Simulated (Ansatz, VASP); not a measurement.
# BAs: VASP beside Ansatz, part 2 of 2

Aim: how closely do two programs agree when they are given the same cell, functional and k mesh? The cell is taken from a series of VASP runs on this material, whose earlier steps may have relaxed, scaled or displaced it; both programs get it as it stands. Valence electrons are named where the data sets of a main pair hold unlike numbers.

VASP 6.6.1 and Ansatz 0.2.0.

So far. Step 2 (VASP: band structure, HSE06): Spin-orbit coupling is off here; it would split degenerate levels, and it lifts a valence top of As p states by about 0.1 eV.

**3. Ansatz: band structure, HSE06**

Level of this step: Ansatz beside VASP: Kohn-Sham DFT, plane waves, HSE06 (Ansatz).

Ansatz runs on its default PAW (the set named soft_2) files.

The same cell, functional, mesh and smearing now go to Ansatz, which takes its cutoff from its data sets.

The input, input.yaml:

```yaml
crystal:
  lattice:
    - [0.0, 2.4084771865, 2.4084771865]
    - [2.4084771865, 0.0, 2.4084771865]
    - [2.4084771865, 2.4084771865, 0.0]
  atoms:
    - { symbol: B, position: [0.0, 0.0, 0.0] }
    - { symbol: As, position: [0.25, 0.25, 0.25] }
hamiltonian:
  xc: { exchange: pbe, correlation: pbe, exx: { coeff: 0.25, omega: 0.2 } }
  pseudopotentials: { kind: paw }
kpoints:
  mp_grid: { grid: [5, 5, 5] }
  band_path:
    path:
      - [0.0, 0.0, 0.0]
      - [0.4, 0.0, 0.4]
      - [0.5, 0.0, 0.5]
      - [0.5, 0.2, 0.7]
      - [0.4, 0.35, 0.75]
      - [0.15, 0.15, 0.3]
      - [0.2, 0.2, 0.2]
      - [0.55, 0.4, 0.55]
      - [0.6, 0.25, 0.65]
      - [0.5, 0.25, 0.75]
      - [0.5, 0.5, 0.5]
      - [0.375, 0.375, 0.75]
      - [0.5, 0.0, 0.5]
    npoints: 1
scf:
  occupations: { method: gaussian, width: 0.05 }
  n_extra_bands: 7
output:
  forces: true
  stress: true
  eigenvalues: true
  write_density: true
  write_potential: true
  elf: true
  volumetric_format: npy
```

Command:

```
> ansatz run input.yaml --threads 4 --pin off --max-ram 9216MiB --backend cpu --events-out ev --progress --plain --runs-dir out
```

Numbers of over 12 decimals in the logs are rounded to 6 here.

The program printed:

```text
Warning: output.stress: scf.convergence.dr2_threshold = 1e-7 eV (the SCF's general default) is looser than the 2e-10 eV advised for a printed stress (1e-10 eV for each atom of the cell: 2). What an SCF threshold leaves in a stress goes as its square root, and in the free energy as the threshold itself, and one threshold admits the most on a small cell: [figures from the program's tests cut] Set scf.convergence.dr2_threshold to 2e-10 eV or tighter. The threshold is an SCF's pass mark: one that does not reach it within its budget of iterations ends unconverged, or closes short of it on a stop that the run arms, and scf.convergence.dr2_threshold's page says what that costs each kind of run
Warning: output.stress: scf.exx.energy_threshold = 1e-6 eV is looser than the 2e-8 eV advised for a stress under a hybrid functional (1e-8 eV for each atom of the cell: 2). Every SCF of the exchange loop can meet its threshold on dr2 while the loop round them stops early: no threshold on dr2 bounds what that leaves in the stress. Set scf.exx.energy_threshold to 2e-8 eV or tighter. The threshold is the loop's pass mark: a loop that does not reach it within its budget of cycles ends unconverged, and scf.exx.energy_threshold's page has the law
scf.n_extra_bands = 7 over 9 filled bands (N_el = 18.0): the run solves 16 bands
Engine: ansatz 0.2.0, aarch64-unknown-linux-gnu
Pseudopotentials: kind: paw
Pseudopotential: B, paw, valence charge 3, recommended cutoff 420 eV (normal), B.paw.azcp
Pseudopotential: As, paw, valence charge 15, recommended cutoff 420 eV (normal), As.paw.azcp
Functional definition: unnamed
  parameter a_1 = 0.25
  parameter omega_1 = 0.2/angstrom
  exchange = pbe_x + (-a_1)*pbe_x_sr(omega_1) + a_1*exact_x_sr(omega_1)
  correlation = pbe_c
Crystal: 2 atoms, lattice volume = 27.942 Å³
Basis set: ecut = 420 eV, 537 PW (Γ), exchange–correlation on 48×48×48 points (8 copies of the dense FFT grid, shifted against one another)
Bands: 16, of which v1, the nominal top of the filled ones, is band 9 counted from 1 (8 counted from 0)
Symmetry: 24 space group operations
Space group: F-43m (ITA 216), of the structure as read, at distance tolerance 3.0e-5 Å
k-points: 10 of 125 (time reversal used)
Non-local potential: B, projectors of the file, l = 0: 2, l = 1: 2, l = 2: 1
Non-local potential: As, projectors of the file, l = 0: 2, l = 1: 2, l = 2: 3, l = 3: 1
PAW form: soft (Blöchl's): semilocal exchange-correlation on the pseudo side does not see the compensation charge
PAW frozen core: B, regenerated for the run's functional, and the local potential with it (the file was generated under x = pbe(κ = 0.804, μ = 0.219515), c = pbe(β = 0.066725))
PAW frozen core: As, regenerated for the run's functional, and the local potential with it (the file was generated under x = pbe(κ = 0.804, μ = 0.219515), c = pbe(β = 0.066725))
PAW one-centre angular grid: B, 110 points (default); XC on 64 Gauss nodes
PAW one-centre angular grid: As, 590 points (default); XC on 64 Gauss nodes
Initial density: superposition of atomic densities (neutral atoms: chi_scale 0, normalization atom), corrected by the library's trained network
Initial wavefunctions: pseudopotential atomic-orbital guess
Functional: x = pbe(κ = 0.804, μ = 0.219515), c = pbe(β = 0.066725), warm-up for x = pbe(κ = 0.804, μ = 0.219515) + 0.25 (exact − pbe) at short range (hse, ω = 0.2 Å⁻¹), c = pbe(β = 0.066725)
SCF iter   1: F=—  HF=-5012.048749 eV  |F-HF|=—  |Δ(HF+E_count)|=         —  Δρ=1.14e-3  dr2=2.67e-4  ethr=1.77e-3  ⟨swp⟩=9.1  Hψ=725  notcnv=0
preconditioner: auto → none  [insulator: Δε(μ)=1.208 eV  Ē_g=15.385 eV  σ=0.050 eV  W_gap=1.00  n_scr=8 (ndim 8)  ℏωp=19.9 eV  f_vac=0.001  D(μ)=0.00/eV (n_scr^D=0)]
SCF iter   2: F=-5012.048880 eV  HF=-5012.048841 eV  |F-HF|=3.93e-5  |Δ(HF+E_count)|=   9.23e-5  Δρ=5.21e-4  dr2=5.65e-5  ethr=1.48e-6  ⟨swp⟩=4.0  Hψ=405  notcnv=0
SCF 1 stopped early in 2 iterations: F = -5012.048880 eV  dr2 = 5.65e-5
  greatest PAW one-centre occupation: 0.999 electrons in one spin orbital (limit 2), on the As atom at site 1 (counted from 0), in its partial waves of l = 2
Initial density: handed on by an earlier stage of this run
Initial wavefunctions: those handed on with the density
Functional: x = pbe(κ = 0.804, μ = 0.219515) + 0.25 (exact − pbe) at short range (hse, ω = 0.2 Å⁻¹), c = pbe(β = 0.066725)
Exchange kernel: α = 0.2500, screened, ω = 0.2000 Å⁻¹, Wigner–Seitz truncation, v(0) = 1112.7129 eV·Å³, q-mesh 5×5×5, nearest image of the exchange supercell L = 17.03 Å, pair-density grid 15×15×15, without the augmentation charges, whose exchange is taken in its separable form by FFT convolution over the k-point mesh (sized by the pseudopotential files, 20×20×20 at the most), smooth part of the exact exchange by density-matrix convolution
Frozen-core exchange: fock
SCF iter   1: F=—  HF=-5013.439395 eV  |F-HF|=—  |Δ(HF+E_count)|=         —  Δρ=6.59e-3  dr2=6.80e-3  ethr=3.14e-6  ⟨swp⟩=5.4  Hψ=697  notcnv=0
preconditioner: auto → none  [insulator: Δε(μ)=1.840 eV  Ē_g=17.177 eV  σ=0.050 eV  W_gap=1.00  n_scr=8 (ndim 8)  ℏωp=19.9 eV  f_vac=0.001  D(μ)=0.00/eV (n_scr^D=0)]
SCF iter   2: F=—  HF=-5013.431670 eV  |F-HF|=—  |Δ(HF+E_count)|=   7.73e-3  Δρ=3.05e-3  dr2=1.85e-3  ethr=3.14e-6  ⟨swp⟩=4.0  Hψ=466  notcnv=0
SCF iter   3: F=—  HF=-5013.431325 eV  |F-HF|=—  |Δ(HF+E_count)|=   3.45e-4  Δρ=1.32e-3  dr2=3.81e-4  ethr=3.14e-6  ⟨swp⟩=2.7  Hψ=269  notcnv=0
SCF iter   4: F=—  HF=-5013.434963 eV  |F-HF|=—  |Δ(HF+E_count)|=   3.64e-3  Δρ=1.02e-3  dr2=1.10e-4  ethr=9.26e-7  ⟨swp⟩=4.0  Hψ=406  notcnv=0
SCF iter   5: F=—  HF=-5013.434901 eV  |F-HF|=—  |Δ(HF+E_count)|=   6.17e-5  Δρ=3.56e-4  dr2=1.46e-5  ethr=6.04e-7  ⟨swp⟩=3.0  Hψ=297  notcnv=0
iter 6 solved again at ethr=2.34e-9 eV; its pass at ethr=7.17e-8 eV (dr2=4.22e-7 eV) is discarded
SCF iter   6: F=-5013.434893 eV  HF=-5013.434893 eV  |F-HF|=4.29e-7  |Δ(HF+E_count)|=   7.97e-6  Δρ=6.21e-5  dr2=2.10e-6  ethr=2.34e-9  ⟨swp⟩=3.5  Hψ=653  notcnv=0  defer=8
SCF 2 stopped early in 6 iterations: F = -5013.434893 eV  dr2 = 2.10e-6
hybrid outer 1: dexx = +4.179e-3 eV, tail = 5.20e-5 eV
Exchange kernel: α = 0.2500, screened, ω = 0.2000 Å⁻¹, Wigner–Seitz truncation, v(0) = 1112.7129 eV·Å³, q-mesh 5×5×5, nearest image of the exchange supercell L = 17.03 Å, pair-density grid 15×15×15, without the augmentation charges, whose exchange is taken in its separable form by FFT convolution over the k-point mesh (sized by the pseudopotential files, 20×20×20 at the most), smooth part of the exact exchange by density-matrix convolution
Frozen-core exchange: fock
SCF iter   1: F=—  HF=-5013.435149 eV  |F-HF|=—  |Δ(HF+E_count)|=         —  Δρ=1.06e-4  dr2=1.97e-6  ethr=1.44e-6  ⟨swp⟩=3.2  Hψ=334  notcnv=0
preconditioner: auto → none  [insulator: Δε(μ)=1.881 eV  Ē_g=17.181 eV  σ=0.050 eV  W_gap=1.00  n_scr=8 (ndim 8)  ℏωp=19.9 eV  f_vac=0.002  D(μ)=0.00/eV (n_scr^D=0)]
SCF iter   2: F=—  HF=-5013.435149 eV  |F-HF|=—  |Δ(HF+E_count)|=   4.27e-7  Δρ=9.67e-6  dr2=6.97e-8  ethr=9.39e-9  ⟨swp⟩=4.0  Hψ=375  notcnv=0
SCF iter   3: F=—  HF=-5013.435149 eV  |F-HF|=—  |Δ(HF+E_count)|=   5.44e-7  Δρ=1.21e-5  dr2=2.35e-8  ethr=6.97e-11  ⟨swp⟩=4.0  Hψ=463  notcnv=0
SCF iter   4: F=-5013.435149 eV  HF=-5013.435149 eV  |F-HF|=6.80e-10  |Δ(HF+E_count)|=   3.07e-9  Δρ=3.08e-6  dr2=2.14e-9  ethr=6.97e-11  ⟨swp⟩=2.7  Hψ=267  notcnv=0
SCF 3 converged in 4 iterations: F = -5013.435149 eV  dr2 = 2.14e-9
  Residual-converged pass: ⟨swp⟩=2.7  Hψ=273  notcnv=0  max |occ|·‖R‖ = 2.3e-6 eV (tolerance 2.4e-6 eV)  dr2=2.12e-9  dr2_onsite=3.62e-10  max |Δocc| = 1.3e-162
hybrid outer 2: dexx = +6.774e-7 eV, tail = 2.39e-8 eV, Δε = 2.65e-3 eV (about 1.05e-4 eV left of the loop's levels)
NSCF: frozen V_eff on 13 k-points
hybrid SCF converged: 2 outer / 10 inner (+2 warm-up), last move |dexx| = 6.77e-7 eV, tail = 2.39e-8 eV
Stability not checked: this state was not tested for a lower state beside it, because the functional holds exact exchange (a hybrid, or Hartree-Fock), whose exchange loop this test does not read (fock_operator; see scf.lower_state_search)
Free energy (F): -5013.435149 eV
Frozen-core exchange: fock
Harris-Foulkes:  -5013.435149 eV  (|F-HF|=6.80e-10)
Internal energy: -5013.435149 eV  (E = F + TS)
E sigma→0 (E₀):  -5013.435149 eV
Fermi energy:    11.280714 eV
--- Per-component energies (eV) ---
  E_band       = -263.142014
  E_kinetic    = 150.107629
  E_local      = -1715.504381  (includes V_loc(G=0)·N_el)
  E_nonlocal   = -658.843138
  E_hartree    = 949.248286
  E_xc         = -89.868627
  E_vxc        = -94.185090  (∫ρ·V_xc dr)
  E_exx        = -66.882062  (= α·E_x^exact, valence–valence)
  E_paw        = -1869.459648  (= ΣΔE_a)
  E_vpaw       = 290.550477  (= ΣTr[D̂ρ^β])
  E_aug_tail   = 0.000007  (compensation charges beyond the density's cutoff)
  E_ewald      = -1711.460505
  E_core_change = -0.772710  (= ΣΔE_core)
  E_smearing   = -0.000000  (= −TS)
  E_closure    = -0.000000  (closes the sum)
  Σ components = -5013.435149   (vs F -5013.435149, Δ=0.00e0)
--- Forces (eV/Å), atoms counted from 1 ---
  atom   1  B      0.00000000    -0.00000000     0.00000000
  atom   2  As     0.00000000    -0.00000000     0.00000000
  max |Σ_I F_I| component: 5.96e-16 eV/Å
--- Stress (GPa, compression-positive) ---
       -3.775144       0.000000      -0.000000
        0.000000      -3.775144       0.000000
       -0.000000       0.000000      -3.775144
  P = ⅓ Tr σ = -3.7751 GPa (-37.751 kbar)
--- Band table (eV; the first three rows and the last of 10) ---
  k-point 0: bands = [... 5 lower, -6.3697, 10.3407, 10.3407, 10.3407, 14.4509, 14.4509, 14.4509, 15.9056, ... 3 higher]
  k-point 1: bands = [... 5 lower, -5.6694, 6.3185, 9.4273, 9.4273, 14.3452, 15.6257, 15.6257, 18.5676, ... 3 higher]
  k-point 2: bands = [... 5 lower, -3.8454, 1.7634, 8.5163, 8.5163, 13.8448, 16.0854, 16.0854, 20.3416, ... 3 higher]
  k-point 9: bands = [... 5 lower, -2.3368, 1.9862, 4.5325, 5.9396, 15.6643, 16.5842, 17.4043, 21.2434, ... 3 higher]
```

Elapsed: 14 s, on 4 threads of Arm Neoverse V2, shared host; peak memory 0.62 GiB.

In the SCF lines HF is the Harris–Foulkes energy and dr2 the Hartree energy of the density residual, in eV; the loop may stop once dr2 is under the threshold and the program's other checks hold. Hψ counts applications of the Hamiltonian.

**4. Differences**

Known differences besides the potentials themselves: exact exchange at q = 0 is treated differently, which shows on coarse meshes; VASP keeps PBE cores, Ansatz makes them for the functional; the data sets hold 18 valence electrons in Ansatz (on its default PAW (the set named soft_2) files) and 8 in VASP; VASP takes a coarser grid for exact exchange (PRECFOCK = Fast). Total energies have different zeros and are not compared.

The two programs side by side:

```
                     quantity  Ansatz   VASP  difference
gap over the path points (eV)   1.881  1.890      -0.009
```

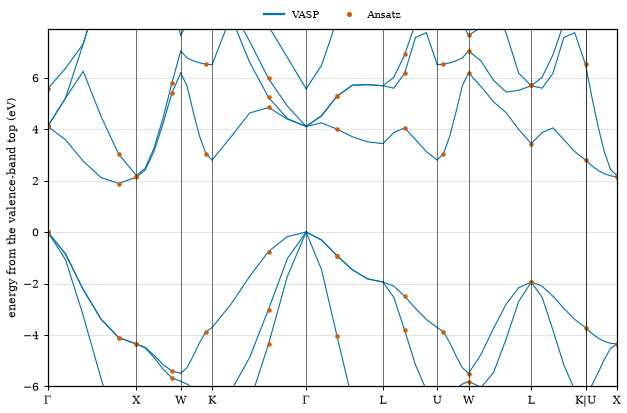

Bands from VASP (lines) and levels from Ansatz (dots). Dots without a line are higher empty bands that the VASP plot leaves out.

Levels at points of the path, from each program's valence-band top (eV; 3 filled, then empty):

```
k (reciprocal lattice)                             Ansatz                               VASP
     0.000 0.000 0.000      0.00 0.00 0.00 4.11 4.11 4.11      0.00 0.00 0.00 4.11 4.11 4.11
     0.400 0.000 0.400  -8.00 -4.12 -4.12 1.88 3.02 11.71  -8.00 -4.11 -4.11 1.89 3.03 11.66
     0.500 0.000 0.500  -9.35 -4.36 -4.36 2.13 2.19 12.77  -9.33 -4.35 -4.35 2.14 2.20 12.72
     0.500 0.200 0.700   -8.93 -5.68 -5.41 5.41 5.79 8.89   -8.92 -5.67 -5.40 5.41 5.79 8.86
     0.400 0.350 0.750  -8.93 -6.29 -3.89 3.04 6.53 10.11  -8.92 -6.28 -3.88 3.05 6.53 10.08
     0.150 0.150 0.300   -4.37 -3.01 -0.76 4.84 5.25 5.98   -4.36 -3.00 -0.75 4.84 5.24 5.97
     0.200 0.200 0.200   -4.02 -0.91 -0.91 4.00 5.29 5.29   -4.02 -0.91 -0.91 4.01 5.28 5.28
     0.550 0.400 0.550   -9.25 -3.82 -2.50 4.05 6.18 6.91   -9.23 -3.81 -2.49 4.05 6.17 6.89
     0.600 0.250 0.650  -8.93 -6.29 -3.89 3.04 6.53 10.11  -8.92 -6.28 -3.88 3.05 6.53 10.08
     0.500 0.250 0.750   -8.87 -5.82 -5.50 6.20 7.04 7.67   -8.86 -5.80 -5.49 6.19 7.04 7.65
```

Among the levels compared at these points, filled levels agree within 15 meV and empty ones within 52 meV.

**5. Results**

```
largest difference of a filled level at the path points (band structure, HSE06) : 15 meV
```

What this shows: The largest difference of a filled level at the path points is 15 meV (band structure, HSE06), within the 80 meV picked in this series as the mark of a large difference. The data sets hold unlike numbers of valence electrons (18 in Ansatz and 8 in VASP), so part of the differences comes from the potentials. How closely two codes agree says nothing of how well the functional describes the real material.

[Lines on the potential files, build, host, timing and source positions are cut from VASP's logs without a mark.]

[Logs are printed without paths, hosts, clocks, repeated set-up lines and the standing remarks that a program may print on its own settings, such as how far it seeks lower states.]

[Hosts, paths, dates, database ids (printed as entryN), source tags and the programs' standing remarks are cut or masked in the printed files.]
